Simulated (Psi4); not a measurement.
# HCTH/120-D3(BJ)/pcseg-1 (density fitting) run of C2H2FN (fluoroacetonitrile)

What is the electrostatic solvation energy at fixed shape (ddPCM, benzene) of C2H2FN (fluoroacetonitrile) at HCTH/120-D3(BJ)/pcseg-1 (density fitting)? Input form: a Python script.

Program for the calculation: Psi4 1.11.

3 further runs of the same task are left out: 1 that didn't finish, 2 set aside as unsound or not needed.

### Step 1. The system as given

The species is C2H2FN (6 atoms), meant as a singlet with charge 0. SMILES: `N#CCF`. The coordinates come from a PBE0-D4/def2-TZVP relaxation.

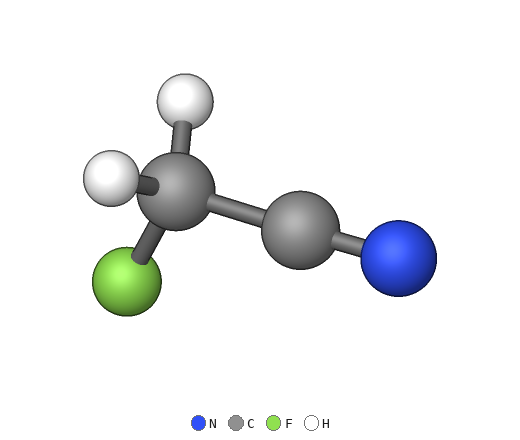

Viewed from a chosen angle; nitrogen blue, carbon grey, fluorine green, hydrogen white.

### Step 2. A single-point energy at HCTH/120-D3(BJ)/pcseg-1 (density fitting)

Contents of c2h2fn.xyz:

```xyz
6
C2H2FN
N     -1.529900    -1.437900     0.378100
C     -0.705300    -0.665400     0.173900
C      0.326600     0.340600    -0.065100
F      1.299700    -0.150000    -0.893200
H      0.778700     0.627700     0.888400
H     -0.127700     1.220900    -0.528300
```

Contents of job.py:

```python
import psi4

psi4.set_memory('1600 MB')
psi4.set_num_threads(1)
psi4.set_output_file('psi4.out', False)

with open('c2h2fn.xyz') as f:
    atoms = ''.join(f.readlines()[2:])
m = psi4.geometry('0 1\n' + atoms + 'symmetry c1\nno_reorient\nno_com')

psi4.set_options(dict(basis='pcseg-1', reference='rks'))

e_tot, wfn = psi4.energy("HCTH120-D3BJ2B", return_wfn=True)
print(f'HCTH120-D3BJ2B energy: {e_tot:.10f} Eh')
```

Command:

```bash
$ python job.py
```

psi4.out, cut to the lines that bear on the results:

```text
[...]
  Running in c1 symmetry.
[...]
  Nuclear repulsion =  100.217958129320351
[...]
  Multiplicity = 1
[...]
  Nalpha       = 15
  Nbeta        = 15
[...]
    Number of basis functions: 66
[...]
   @DF-RKS iter   1:  -231.66566251982331   -3.04073e-01   9.86595e-03 DIIS/ADIIS
[...]
   @DF-RKS iter   9:  -231.89067954052510   -9.25550e-08   9.92845e-07 DIIS
[...]
    Orbital Energies [Eh]
    ---------------------
    Doubly Occupied:
       1A    -24.255670     2A    -14.010669     3A    -10.038646
       4A     -9.953731     5A     -1.154981     6A     -0.864922
       7A     -0.725372     8A     -0.529476     9A     -0.498335
      10A     -0.492072    11A     -0.365334    12A     -0.354415
      13A     -0.335392    14A     -0.330081    15A     -0.314976
[...]
  @DF-RKS Final Energy:  -231.89067954052510
   => Energetics <=
    Nuclear Repulsion Energy =            100.2179581293203512
    One-Electron Energy =                -515.3066553596920585
    Two-Electron Energy =                 212.0781897881643943
    DFT Exchange-Correlation Energy =     -28.8750827042505591
    Empirical Dispersion Energy =          -0.0050893940671971
    VV10 Nonlocal Energy =                  0.0000000000000000
    Total Energy =                       -231.8906795405250989
[...]
 Multipole Moments:
 ------------------------------------------------------------------------------------
     Multipole            Electronic (a.u.)      Nuclear  (a.u.)        Total (a.u.)
 ------------------------------------------------------------------------------------
 L = 1.  Multiply by 2.5417464519 to convert [e a0] to [Debye]
 Dipole X            :          1.6515720           -1.1965746            0.4549974
 Dipole Y            :         22.8973548          -21.7611412            1.1362136
 Dipole Z            :          8.4601225           -8.2754886            0.1846339
 Magnitude           :                                                    1.2377777
[...]
```

Standard output:

```text
HCTH120-D3BJ2B energy: -231.8906795405 Eh
```

It took 7.5 s on 1 thread of Intel Xeon Platinum 8375C at 2.90GHz (Ice Lake), shared host; peak memory 0.44 GiB.

### Step 3. A single-point energy at HCTH/120-D3(BJ)/pcseg-1 (density fitting, ddPCM benzene)

Contents of c2h2fn.sdf:

```

     RDKit          3D

  6  5  0  0  0  0  0  0  0  0999 V2000
   -1.5299   -1.4379    0.3781 N   0  0  0  0  0  0  0  0  0  0  0  0
   -0.7053   -0.6654    0.1739 C   0  0  0  0  0  0  0  0  0  0  0  0
    0.3266    0.3406   -0.0651 C   0  0  0  0  0  0  0  0  0  0  0  0
    1.2997   -0.1500   -0.8932 F   0  0  0  0  0  0  0  0  0  0  0  0
    0.7787    0.6277    0.8884 H   0  0  0  0  0  0  0  0  0  0  0  0
   -0.1277    1.2209   -0.5283 H   0  0  0  0  0  0  0  0  0  0  0  0
  2  1  3  0
  3  2  1  0
  4  3  1  0
  5  3  1  0
  6  3  1  0
M  END
$$$$
```

Contents of c2h2fn.py:

```python
import psi4
from rdkit import Chem

psi4.set_memory(1600000000)
psi4.set_num_threads(1)
psi4.set_output_file('psi4.out', False)

rd = Chem.SDMolSupplier('c2h2fn.sdf', removeHs=False, sanitize=False)[0]
xyz = rd.GetConformer().GetPositions()
atoms = '\n'.join(f'{a.GetSymbol()} {x:.4f} {y:.4f} {z:.4f}' for a, (x, y, z) in zip(rd.GetAtoms(), xyz))
mol = psi4.geometry('0 1\n' + atoms + '\nsymmetry c1\nno_reorient\nno_com')

psi4.set_options({
    'basis': 'pcseg-1',
    'reference': 'rks',
    'ddx': True,
    'ddx_model': 'pcm',
    'ddx_solvent': 'benzene',
    'ddx_radii_set': 'bondi',
})

E, wfn = psi4.energy("hcth120-d3bj", return_wfn=True)
print(f'hcth120-d3bj energy: {E:.10f} Eh')
```

Command:

```bash
$ python c2h2fn.py
```

psi4.out, cut to the lines that bear on the results:

```text
[...]
  Running in c1 symmetry.
[...]
  Nuclear repulsion =  100.217958129320351
[...]
  Multiplicity = 1
[...]
  Nalpha       = 15
  Nbeta        = 15
[...]
    Number of basis functions: 66
[...]
   @DF-RKS iter   1:  -231.67376658885399   -3.12168e-01   9.80848e-03 DIIS/ADIIS
[...]
   @DF-RKS iter   9:  -231.89474482185506   -8.37640e-08   6.57661e-07 DIIS
[...]
    Orbital Energies [Eh]
    ---------------------
    Doubly Occupied:
       1A    -24.253007     2A    -14.011721     3A    -10.031969
       4A     -9.956434     5A     -1.152120     6A     -0.866470
       7A     -0.720714     8A     -0.525807     9A     -0.493944
      10A     -0.485972    11A     -0.364711    12A     -0.352949
      13A     -0.337766    14A     -0.332528    15A     -0.313685
[...]
  @DF-RKS Final Energy:  -231.89474482185506
   => Energetics <=
    Nuclear Repulsion Energy =            100.2179581293203512
    One-Electron Energy =                -515.3141954308196091
    Two-Electron Energy =                 212.0882182209458904
    DFT Exchange-Correlation Energy =     -28.8771793313793026
    Empirical Dispersion Energy =          -0.0050893940671971
    VV10 Nonlocal Energy =                  0.0000000000000000
    DD Solvation Energy =                 -0.0044570158551530
    Total Energy =                       -231.8947448218550562
[...]
 Multipole Moments:
 ------------------------------------------------------------------------------------
     Multipole            Electronic (a.u.)      Nuclear  (a.u.)        Total (a.u.)
 ------------------------------------------------------------------------------------
 L = 1.  Multiply by 2.5417464519 to convert [e a0] to [Debye]
 Dipole X            :          1.7222709           -1.1965746            0.5256963
 Dipole Y            :         23.0231819          -21.7611412            1.2620407
 Dipole Z            :          8.4675228           -8.2754886            0.1920341
 Magnitude           :                                                    1.3805725
[...]
```

On the terminal:

```text
hcth120-d3bj energy: -231.8947448219 Eh
```

Wall time 11 s (1 thread of Intel Xeon Platinum 8375C at 2.90GHz (Ice Lake), shared host); peak memory 0.49 GiB.

### Step 4. Summary of results

At HCTH/120-D3(BJ)/pcseg-1 (density fitting):

```
                                        quantity          value
                         gas phase: total energy  -231.89068 Eh
                        gas phase: dipole moment         3.15 D
                          gas phase: HOMO energy       -8.57 eV
                          gas phase: LUMO energy       -1.60 eV
                        gas phase: HOMO–LUMO gap        6.97 eV
                    gas phase: dispersion energy  -13.36 kJ/mol
                    ddPCM, benzene: total energy  -231.89474 Eh
                   ddPCM, benzene: dipole moment         3.51 D
                     ddPCM, benzene: HOMO energy       -8.54 eV
                     ddPCM, benzene: LUMO energy       -1.58 eV
                   ddPCM, benzene: HOMO–LUMO gap        6.96 eV
               ddPCM, benzene: dispersion energy  -13.36 kJ/mol
      ddPCM, benzene: solvent term in the energy   -11.7 kJ/mol
energy change from gas to solvent at fixed shape      -0.111 eV
```

What this shows: The solvent model (ddPCM, benzene) lowers the energy by 0.11 eV (−2.6 kcal/mol) at the same shape. It holds the electrostatic part alone, without cavity or dispersion terms.
